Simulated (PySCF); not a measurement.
# Zr(2+): dipole response in x2c-TZVPPall plus 1 even-tempered diffuse shell per l

Aim: the static polarisability and the C₆ coefficient of Zr(2+), method by method.

Method: unrestricted determinants in a Gaussian basis, no spin-orbit coupling in the energies. Code: PySCF 2.14.0.

**1. Starting point**

```
Element     : zirconium (Z = 40)
Basis       : x2c-TZVPPall with one added diffuse shell each of s, p, d, f type (9s7p7d3f1g, 95 functions)
Hamiltonian : scalar relativity by spin-free X2C-1e
State 1     : Zr(2+): [Kr] 4d2, high-spin 3F determinant
Methods     : CAM-B3LYP
```

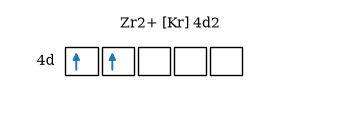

Occupation of the outer shells (arrows by Hund's rule).

One driver process ran all states and methods and kept the integrals in memory. Each run is shown as a PySCF script that sums up its settings (the driver passes frozen orbitals as a list and adds second-order terms of double hybrids); the logs are those of the runs themselves. The driver starts from symmetry-adapted Hartree-Fock orbitals, holds the occupation by maximum overlap and uses a logarithmic radial grid for functionals, so a plain start would take other cycles.

The integrals over 95 functions and the set-up took 2.3 s of CPU time.

**2. Zr(2+): CAM-B3LYP**

CAM-B3LYP:

The input, input.py:

```python
from pyscf import gto, scf, dft, mp, cc
import basis_set_exchange as bse
mol = gto.M(atom="Zr 0 0 0", charge=2, spin=2, symmetry="D2h",
            basis=gto.basis.parse(bse.get_basis("x2c-TZVPPall", elements=["Zr"], fmt="nwchem", augment_diffuse=1)),
            nucmod="G")
mf = dft.UKS(mol, xc="CAMB3LYP").sfx2c1e()
mf.irrep_nelec = {'Ag': (7, 6), 'B1g': (2, 1), 'B2g': (1, 1), 'B3g': (1, 1), 'B1u': (3, 3), 'B2u': (3, 3), 'B3u': (3, 3)}
mf.kernel()
```

Standard output:

```text
damping factor = 0
level_shift factor = 0
DIIS = <class 'pyscf.scf.diis.CDIIS'>
diis_start_cycle = 1
diis_space = 10
diis_damp = 0
SCF conv_tol = 1e-09
SCF conv_tol_grad = None
number electrons alpha = 20  beta = 18
XC functionals = CAMB3LYP
    T. Yanai, D. P. Tew, and N. C. Handy.,  Chem. Phys. Lett. 393, 51 (2004)
cycle= 1 E= -3597.71162950216  delta_E= -0.00798  |g|= 0.0503  |ddm|= 0.107
cycle= 2 E= -3597.7117909303  delta_E= -0.000161  |g|= 0.0198  |ddm|= 0.0191
cycle= 3 E= -3597.71181524121  delta_E= -2.43e-05  |g|= 0.00189  |ddm|= 0.00594
cycle= 4 E= -3597.7118158795  delta_E= -6.38e-07  |g|= 0.000352  |ddm|= 0.00177
cycle= 5 E= -3597.71181591092  delta_E= -3.14e-08  |g|= 1.15e-05  |ddm|= 0.000306
cycle= 6 E= -3597.71181591101  delta_E= -9.09e-11  |g|= 1.43e-06  |ddm|= 2.28e-05
converged SCF energy = -3597.71181591101  <S^2> = 2.0011409  2S+1 = 3.0007605
```

It used 60 s of CPU time after the integrals (shared host).

Orbital energies by shell (radii are means over both spins):

| shell | electrons | mean orbital energy (eV) | spread (eV) | rms radius (bohr) |
| --- | --- | --- | --- | --- |
| 1s β | 1 | -17878.3 | 0 | 0.0426 |
| 1s α | 1 | -17878.2 | 0 | 0.0426 |
| 2s α | 1 | -2506.7 | 0 | 0.176 |
| 2s β | 1 | -2506.5 | 0 | 0.176 |
| 2p α | 3 | -2237.1 | 0 | 0.156 |
| 2p β | 3 | -2236.9 | 0 | 0.156 |
| 3s α | 1 | -430.70 | 0 | 0.490 |
| 3s β | 1 | -430.59 | 0 | 0.490 |
| 3p α | 3 | -342.33 | 0 | 0.498 |
| 3p β | 3 | -342.20 | 0 | 0.498 |
| 3d α | 5 | -196.91 | 0.167 | 0.497 |
| 3d β | 5 | -196.69 | 0.167 | 0.497 |
| 4s α | 1 | -74.506 | 0 | 1.29 |
| 4s β | 1 | -73.321 | 0 | 1.29 |
| 4p α | 3 | -51.333 | 0 | 1.46 |
| 4p β | 3 | -49.798 | 0 | 1.46 |
| 4d α | 2 | -20.945 | 0 | 2.17 |

⟨S²⟩ = 2.001, ⟨L²⟩ = 12.01.

The driver then solved the coupled dipole response at imaginary frequencies: mean α = 11.95 bohr³, C₆ = 58.74 au for a like pair.

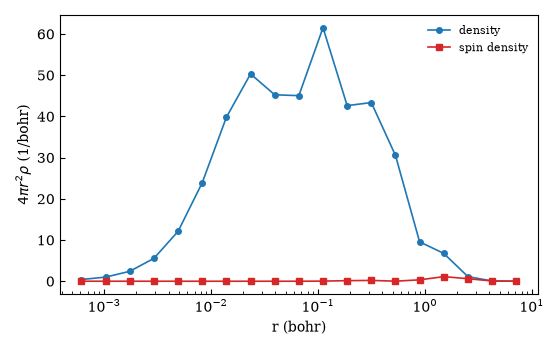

Radial density 4πr²ρ of Zr(2+) at CAM-B3LYP, without picture-change correction, at 19 stored radii joined by straight lines.

**3. Polarisabilities and C₆**

Zr(2+), in atomic units:

| method | mean α | C₆ (like pair) | S(−4) |
| --- | --- | --- | --- |
| CAM-B3LYP | 11.95 | 58.74 | 97.79 |

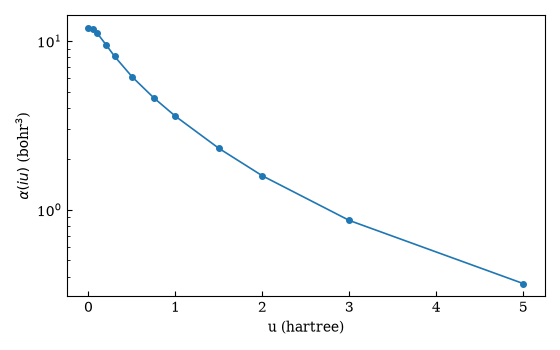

α(iu) of Zr(2+), the polarisability at imaginary frequency, on a logarithmic scale.

**4. What came out**

| quantity | value |
| --- | --- |
| α of Zr(2+) | 11.95 (CAM-B3LYP) bohr³ |

A single London oscillator with the computed α and C₆ of Zr(2+) at CAM-B3LYP would have ω = 4 C₆ / (3 α²) = 0.549 hartree. The basis is finite, and no extrapolation was made.
